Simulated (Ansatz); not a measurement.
# Structural relaxation of a frame of liquid Na2CO3 from 1140 K (114 atoms)

Wanted: the relaxed structure of a frame of liquid Na2CO3 from 1140 K (114 atoms) and its electronic structure.

Main program and level: Ansatz 0.2.0; Kohn-Sham DFT, r2SCAN, PAW (set soft_2), plane waves.

**1. Set-up**

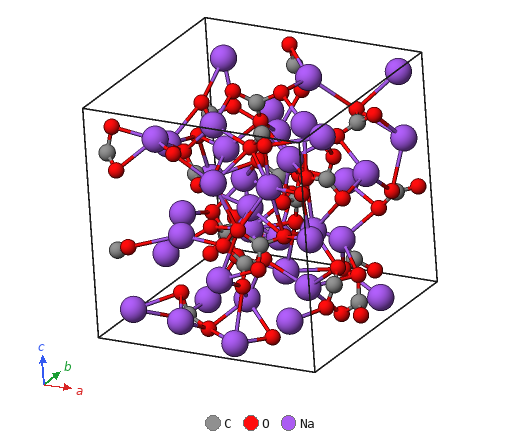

The cell as given, slightly off an axis (carbon grey, oxygen red, sodium purple). Some periodic images of atoms are drawn too.

The cell holds 114 atoms: 19 C, 57 O and 38 Na. Its edges and angles: a = 11.929 Å, b = 11.929 Å, c = 11.929 Å, α = 90.0°, β = 90.0°, γ = 90.0°. 38 Na+, 19 CO3 2- placed at random, at 1.97 g/cm³; overlaps pushed apart, then 10 ps at 1540 K with harmonic planar carbonate ions with charges +1 on C and -1 on O; Joung-Cheatham ions (J. Phys. Chem. B 112, 9020 (2008)); charges of ions scaled by 0.8. Snapshot after 20 ps at 1140 K and fixed volume. The starting density is a measured one.

Before any run, some limits are plain. The starting topology of bonds comes from the classical model. Sampling is at Γ alone, for a cell whose shortest periodic width is 12 Å.

**2. Single point at the start**

The forces at the start show how far the geometry lies from a minimum of this functional.

input.yaml reads:

```yaml
crystal:
  lattice:
    - [11.92881, 0.0, 0.0]
    - [0.0, 11.92881, 0.0]
    - [0.0, 0.0, 11.92881]
  atoms:
    - { symbol: C, position: [0.18662, 0.67392, 0.73686] }
    - { symbol: O, position: [0.19598, 0.60116, 0.81674] }
    - { symbol: O, position: [0.24582, 0.7636, 0.74325] }
    - { symbol: O, position: [0.14144, 0.64596, 0.6464] }
    - { symbol: C, position: [0.82954, 0.74789, 0.76781] }
    - { symbol: O, position: [0.91938, 0.73349, 0.81983] }
    - { symbol: O, position: [0.78698, 0.65177, 0.73981] }
    - { symbol: O, position: [0.76932, 0.84883, 0.77595] }
    - { symbol: C, position: [0.05594, 0.07303, 0.78591] }
    - { symbol: O, position: [0.06935, 0.1002, 0.89063] }
    - { symbol: O, position: [0.13346, 0.00503, 0.7478] }
    - { symbol: O, position: [0.95261, 0.07274, 0.74134] }
    - { symbol: C, position: [0.69548, 0.2214, 0.90626] }
    - { symbol: O, position: [0.67371, 0.23272, 0.01189] }
    - { symbol: O, position: [0.75478, 0.13693, 0.89583] }
    - { symbol: O, position: [0.62845, 0.23784, 0.82997] }
    - { symbol: C, position: [0.10449, 0.87643, 0.12053] }
    - { symbol: O, position: [0.20738, 0.91209, 0.12132] }
    - { symbol: O, position: [0.03114, 0.90182, 0.19618] }
    - { symbol: O, position: [0.04255, 0.84516, 0.03898] }
    - { symbol: C, position: [0.99961, 0.19647, 0.30415] }
    - { symbol: O, position: [0.96771, 0.28832, 0.33793] }
    - { symbol: O, position: [0.9662, 0.17884, 0.20709] }
    - { symbol: O, position: [0.07713, 0.15143, 0.34666] }
    - { symbol: C, position: [0.34156, 0.27506, 0.65754] }
    - { symbol: O, position: [0.40172, 0.18905, 0.65094] }
    - { symbol: O, position: [0.2795, 0.29846, 0.73575] }
    - { symbol: O, position: [0.36526, 0.3608, 0.59706] }
    - { symbol: C, position: [0.55737, 0.24941, 0.30754] }
    - { symbol: O, position: [0.58401, 0.17791, 0.24114] }
    - { symbol: O, position: [0.59566, 0.33866, 0.29835] }
    - { symbol: O, position: [0.47721, 0.22631, 0.38396] }
    - { symbol: C, position: [0.49269, 0.53534, 0.88689] }
    - { symbol: O, position: [0.48072, 0.57515, 0.78899] }
    - { symbol: O, position: [0.41526, 0.48534, 0.94495] }
    - { symbol: O, position: [0.5953, 0.56096, 0.93559] }
    - { symbol: C, position: [0.93227, 0.49386, 0.09962] }
    - { symbol: O, position: [0.98975, 0.40613, 0.08666] }
    - { symbol: O, position: [0.91346, 0.53307, 0.201] }
    - { symbol: O, position: [0.84806, 0.49237, 0.03743] }
    - { symbol: C, position: [0.60223, 0.61445, 0.4518] }
    - { symbol: O, position: [0.60049, 0.50674, 0.48062] }
    - { symbol: O, position: [0.5786, 0.63195, 0.34228] }
    - { symbol: O, position: [0.57855, 0.68453, 0.52702] }
    - { symbol: C, position: [0.72682, 0.09759, 0.47448] }
    - { symbol: O, position: [0.75395, 0.02444, 0.40109] }
    - { symbol: O, position: [0.64583, 0.0666, 0.53872] }
    - { symbol: O, position: [0.78486, 0.19128, 0.48455] }
    - { symbol: C, position: [0.69735, 0.87022, 0.10261] }
    - { symbol: O, position: [0.75693, 0.92639, 0.0416] }
    - { symbol: O, position: [0.6205, 0.91524, 0.16402] }
    - { symbol: O, position: [0.7076, 0.76322, 0.10575] }
    - { symbol: C, position: [0.27667, 0.59749, 0.26278] }
    - { symbol: O, position: [0.3233, 0.5822, 0.17346] }
    - { symbol: O, position: [0.25388, 0.51108, 0.31921] }
    - { symbol: O, position: [0.25723, 0.69751, 0.28708] }
    - { symbol: C, position: [0.93756, 0.83164, 0.44864] }
    - { symbol: O, position: [0.97601, 0.73632, 0.49566] }
    - { symbol: O, position: [0.99354, 0.91391, 0.44824] }
    - { symbol: O, position: [0.8614, 0.81504, 0.37291] }
    - { symbol: C, position: [0.88999, 0.37931, 0.67533] }
    - { symbol: O, position: [0.78903, 0.38703, 0.66146] }
    - { symbol: O, position: [0.95358, 0.38552, 0.59879] }
    - { symbol: O, position: [0.91804, 0.39569, 0.77129] }
    - { symbol: C, position: [0.30018, 0.2111, 0.06238] }
    - { symbol: O, position: [0.22635, 0.27123, 0.01418] }
    - { symbol: O, position: [0.39859, 0.19864, 0.02116] }
    - { symbol: O, position: [0.27958, 0.20212, 0.15979] }
    - { symbol: C, position: [0.442, 0.93583, 0.88522] }
    - { symbol: O, position: [0.39309, 0.02522, 0.85021] }
    - { symbol: O, position: [0.4405, 0.90878, 0.985] }
    - { symbol: O, position: [0.49559, 0.88796, 0.80407] }
    - { symbol: C, position: [0.36331, 0.88989, 0.4062] }
    - { symbol: O, position: [0.28128, 0.87084, 0.46992] }
    - { symbol: O, position: [0.38205, 0.94231, 0.31344] }
    - { symbol: O, position: [0.46032, 0.89178, 0.44928] }
    - { symbol: Na, position: [0.78715, 0.34568, 0.20202] }
    - { symbol: Na, position: [0.28534, 0.98544, 0.64275] }
    [... 30 atom lines left out ...]
    - { symbol: Na, position: [0.10574, 0.1122, 0.09551] }
    - { symbol: Na, position: [0.12934, 0.42826, 0.69507] }
    - { symbol: Na, position: [0.58978, 0.07564, 0.03405] }
    - { symbol: Na, position: [0.3777, 0.01878, 0.12146] }
    - { symbol: Na, position: [0.32407, 0.55357, 0.65323] }
    - { symbol: Na, position: [0.29014, 0.21713, 0.40381] }
kpoints:
  mp_grid: { grid: [1, 1, 1] }
hamiltonian:
  xc: r2scan
scf:
  occupations: { method: fixed }
output:
  forces: true
  stress: true
  populations: true
  dos:
    method: { smearing: { sigma: 0.08 } }
    de: 0.1
    projected: { site_lists: { C: [C], Na: [Na], O: [O] } }
  eigenvalues: true
```

Command:

```bash
ansatz run input.yaml --threads 4 --pin off --max-ram 8192MiB --backend cpu --events-out ev --progress --plain --runs-dir out
```

What it wrote:

```text
Engine: ansatz 0.2.0, x86_64-unknown-linux-gnu
Pseudopotentials: kind: paw
Pseudopotential: C, paw, valence charge 4, recommended cutoff 500 eV (meta_gga), C.paw.azcp
Pseudopotential: O, paw, valence charge 6, recommended cutoff 500 eV (meta_gga), O.paw.azcp
Pseudopotential: Na, paw, valence charge 9, recommended cutoff 500 eV (meta_gga), Na.paw.azcp
[... 6 lines on functional and potentials left out ...]
Crystal: 114 atoms, lattice volume = 1697.428 Å³
Basis set: ecut = 500 eV, 43147 PW (Γ), exchange–correlation on 360×360×360 points (64 copies of the dense FFT grid, shifted against one another)
Bands: 494, of which v1, the nominal top of the filled ones, is band 380 counted from 1 (379 counted from 0)
Symmetry: 1 space group operations
Space group: P1 (ITA 1), of the structure as read, at distance tolerance 1.2e-4 Å
k-points: 1
[... 10 lines on functional and potentials left out ...]
Initial density: superposition of atomic densities (neutral atoms: chi_scale 0, normalization atom), corrected by the library's trained network
Initial wavefunctions: pseudopotential atomic-orbital guess
Functional: x = r2scan, c = r2scan; τ floored in thin density (d = 2e-4 eV/Å³)
SCF iter   1: F=—  HF=-93785.935340 eV  |F-HF|=—  |Δ(HF+E_count)|=         —  Δρ=1.02e-2  dr2=1.59e0  dr2_τ=1.12e1  ethr=1.77e-3  ⟨swp⟩=5.0  Hψ=1666  notcnv=0  defer=112
preconditioner: auto → Resta (q_TF=auto, 2.386 Å⁻¹)  ε∞=2.2  [insulator: Δε(μ)=2.154 eV  Ē_g=21.367 eV  n_scr=388 (ndim 8)  ℏωp=23.6 eV  f_vac=0.258  ε∞_Penn≈2.2]
SCF iter   2: F=—  HF=-93787.414157 eV  |F-HF|=—  |Δ(HF+E_count)|=    1.48e0  Δρ=4.47e-3  dr2=1.82e-1  dr2_τ=5.45e-2  ethr=2.09e-4  ⟨swp⟩=2.0  Hψ=911  notcnv=0  defer=106
SCF iter   3: F=—  HF=-93787.396901 eV  |F-HF|=—  |Δ(HF+E_count)|=   1.73e-2  Δρ=1.60e-3  dr2=4.59e-2  dr2_τ=4.22e-3  ethr=2.39e-5  ⟨swp⟩=2.0  Hψ=614  notcnv=0  defer=112
SCF iter   4: F=—  HF=-93787.393929 eV  |F-HF|=—  |Δ(HF+E_count)|=   2.97e-3  Δρ=6.08e-4  dr2=6.88e-3  dr2_τ=7.54e-4  ethr=6.04e-6  ⟨swp⟩=2.0  Hψ=611  notcnv=0  defer=112
SCF iter   5: F=—  HF=-93787.395001 eV  |F-HF|=—  |Δ(HF+E_count)|=   1.07e-3  Δρ=2.87e-4  dr2=1.33e-3  dr2_τ=1.79e-4  ethr=9.05e-7  ⟨swp⟩=3.0  Hψ=792  notcnv=0  defer=112
SCF iter   6: F=—  HF=-93787.395211 eV  |F-HF|=—  |Δ(HF+E_count)|=   2.10e-4  Δρ=1.03e-4  dr2=1.71e-4  dr2_τ=1.64e-5  ethr=1.76e-7  ⟨swp⟩=3.0  Hψ=682  notcnv=0  defer=112
SCF iter   7: F=—  HF=-93787.395383 eV  |F-HF|=—  |Δ(HF+E_count)|=   1.72e-4  Δρ=5.19e-5  dr2=3.85e-5  dr2_τ=5.06e-6  ethr=2.25e-8  ⟨swp⟩=3.0  Hψ=811  notcnv=0  defer=111
SCF iter   8: F=—  HF=-93787.396034 eV  |F-HF|=—  |Δ(HF+E_count)|=   6.51e-4  Δρ=1.23e-5  dr2=3.02e-6  dr2_τ=3.58e-7  ethr=5.07e-9  ⟨swp⟩=3.0  Hψ=682  notcnv=0  defer=105
SCF iter   9: F=—  HF=-93787.396037 eV  |F-HF|=—  |Δ(HF+E_count)|=   3.40e-6  Δρ=6.16e-6  dr2=6.42e-7  dr2_τ=8.18e-8  ethr=3.97e-10  ⟨swp⟩=3.0  Hψ=682  notcnv=0  defer=105
SCF iter  10: F=—  HF=-93787.396037 eV  |F-HF|=—  |Δ(HF+E_count)|=   4.11e-7  Δρ=3.38e-6  dr2=1.85e-7  dr2_τ=2.57e-8  ethr=8.44e-11  ⟨swp⟩=3.0  Hψ=799  notcnv=0  defer=105
SCF iter  11: F=-93787.396038 eV  HF=-93787.396037 eV  |F-HF|=1.02e-8  |Δ(HF+E_count)|=   8.57e-8  Δρ=7.42e-7  dr2=1.10e-8  dr2_τ=1.42e-9  ethr=1.32e-11  ⟨swp⟩=15.0  Hψ=2704  notcnv=0
SCF 1 converged in 11 iterations: F = -93787.396038 eV  dr2 = 1.10e-8
  greatest PAW one-centre occupation: 1.000 electrons in one spin orbital (limit 2), on the Na atom at site 84 (counted from 0), in its partial waves of l = 0
SCF converged after 11 iterations
Free energy (F): -93787.396038 eV
Harris-Foulkes:  -93787.396037 eV  (|F-HF|=1.02e-8)
Internal energy: -93787.396038 eV  (E = F + TS)
E sigma→0 (E₀):  -93787.396038 eV
Fermi energy:    3.231632 eV
--- Per-component energies (eV) ---
  E_band       = -11580.369244
  E_kinetic    = 16465.160326
  E_local      = -85372.862110  (includes V_loc(G=0)·N_el)
  E_nonlocal   = 7644.309597
  E_hartree    = 31344.004800
  E_xc         = -6472.101279
  E_vxc        = -9409.352573  (∫ρ·V_xc dr)
  E_paw        = -21238.170124  (= ΣΔE_a)
  E_vpaw       = -4280.753948  (= ΣTr[D̂ρ^β])
  E_aug_tail   = 0.059285  (compensation charges beyond the density's cutoff)
  E_vtau       = 685.068059  (kinetic-family band-sum trace: ∫τ·v_τ [+ j·A + Jᵃ·Aᵃ] dr)
  E_ewald      = -36154.507042
  E_core_change = -3.289490  (= ΣΔE_core)
  E_smearing   = -0.000000  (= −TS)
  E_closure    = -0.000000  (closes the sum)
  Σ components = -93787.396038   (vs F -93787.396038, Δ=0.00e0)
--- Forces (eV/Å), atoms counted from 1 ---
  atom   1  C      2.43831656    -0.47949135     1.80539770
  atom   2  O     -0.76870252    -0.27374388     0.60389713
  atom   3  O     -0.01594339     1.21144147     0.08886646
  atom   4  O     -1.48138166    -1.07071664    -2.53057472
  atom   5  C     -4.73186408    -0.37490211     2.52615860
  atom   6  O      3.65118700     2.25457232     0.87610639
  atom   7  O     -1.51200379     0.71503081    -2.07631137
  atom   8  O      2.51622731    -2.94231108    -1.19168193
  atom   9  C     -1.57358479    -4.27189125     1.35842102
  atom  10  O     -0.99384028     1.57288591    -0.24507247
  atom  11  O     -0.79947136     1.70870714    -1.29074588
  atom  12  O      2.19427697     0.86367681    -0.28958063
  atom  13  C     -2.41946722    -4.20009193     4.69707924
  atom  14  O     -0.68518270     4.72054472     1.55989260
[...]
atom 113  Na     0.66353692    -0.83236403     0.32870890
  atom 114  Na     0.54042151     0.04072747    -0.20786453
  max |Σ_I F_I| component: 1.63e-4 eV/Å
--- Stress (GPa, compression-positive) ---
        1.016725      -1.415962       0.450631
       -1.415962       1.936971       0.390285
        0.450631       0.390285       5.788768
  P = ⅓ Tr σ = 2.9142 GPa (29.142 kbar)
--- Band table (eV) ---
  k-point 0: bands = ["-52.5366", "-52.3167", "-51.8919", "-51.7895", [... 478 levels ...], "12.7545", "12.8037", "12.8158", "12.8847", "12.9866", "13.0319", "13.0689", "13.0984", "13.1413", "13.2134", "13.2386", "13.2706"]
--- Löwdin populations: 114 sites ---
  site symbol       q [e]
     0      C      3.3186
     1      O      6.6819
     2      O      6.6760
[...]
113     Na      8.1590
  spilling = 0.006864 (of n_electrons = 760.000000)
```

Wall time 36 s (4 threads of Intel Xeon 6975P-C (Granite Rapids), shared host); peak memory 4.9 GiB; 2.3 min of CPU time.

Read from the output:

```
free energy                                      : -93787.3960 eV
free energy per atom                             : -822.6965 eV/atom
SCF cycles                                       : 11
pressure                                         : 2.914 GPa
r.m.s. force component                           : 2.319 eV/Å
longest force                                    : 11.25 eV/Å
Fermi energy                                     : 3.232 eV
gap (highest filled to lowest empty level) : 1.507 eV
spilling of the projection                       : 0.006864
```

The r.m.s. force component of 2.3 eV/Å and the pressure of 2.9 GPa set the starting point.

Neighbours are counted within 3.09 Å (O-Na), 1.73 Å (O-C).

Length of the force by element and coordination:

```tsv
element	coordination	atoms	mean length of the force (eV/Å)	spread	least	most
C	all	19	4.92	1.96	1.24	9.11
Na	all	38	0.738	0.266	0.277	1.49
Na	4	7	0.688	0.330	0.328	1.44
Na	5	14	0.837	0.265	0.412	1.49
Na	6	11	0.676	0.232	0.277	1.06
Na	7	6	0.679	0.148	0.374	0.832
O	all	57	4.04	2.49	0.815	11.3
O	4	27	3.79	1.96	0.815	8.42
O	5	25	4.58	3.02	1.02	11.3
O	6	5	2.62	0.903	1.71	4.29
```

(Continued in part 2 of 3.)

[Logs are printed without paths, hosts, clocks, repeated set-up lines and the standing remarks that a program may print on its own settings, such as how far it seeks lower states.]

[Hosts, paths, dates, database ids (printed as entryN), source tags and the programs' standing remarks are cut or masked in the printed files.]
